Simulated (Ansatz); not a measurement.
The figure comes from a scan of NaF (rock salt): one F atom of a 2-atom cell moves by u along (1.00, 0.00, 0.00) and v along (0.00, 0.00, 1.00). These are PBE (plane waves to 420 eV, PAW, scalar-relativistic; Ansatz, a first-principles code) values and carry that method's errors. k mesh 10×10×10 (Γ-centred), Fermi-Dirac smearing 0.05 eV. E stands for the smeared free energy. NaF was relaxed with its symmetry unable to fall. The relaxed volume of NaF is well above the measured one; the method has no dispersion term. The zero of ΔE is the undisplaced structure. Axes are in Å.

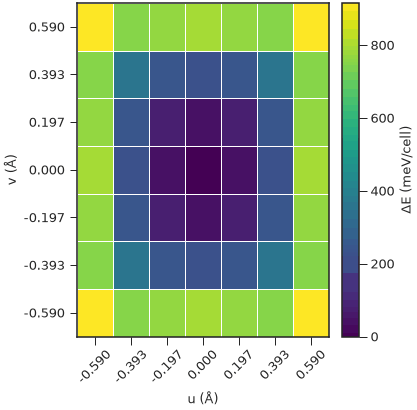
ΔE (meV/cell), one tile a computed point.

**Question.** Read the plotted values off the figure, to the accuracy that the plot allows.

**Answer.** To the nearest 100:

ΔE (meV/cell), with u across and v down:

```
v \ u   -0.590  -0.393  -0.197  0.000  0.197  0.393  0.590
------  ------  ------  ------  -----  -----  -----  -----
-0.590     900     800     800    800    800    800    900
-0.393     800     400     200    200    200    400    800
-0.197     800     200     100      0    100    200    800
0.000      800     200       0      0      0    200    800
0.197      800     200     100      0    100    200    800
0.393      800     400     200    200    200    400    800
0.590      900     800     800    800    800    800    900
```

(A displaced cell: forces are minus the slopes of the energy, force constants its curvatures, and phonons follow from these.)
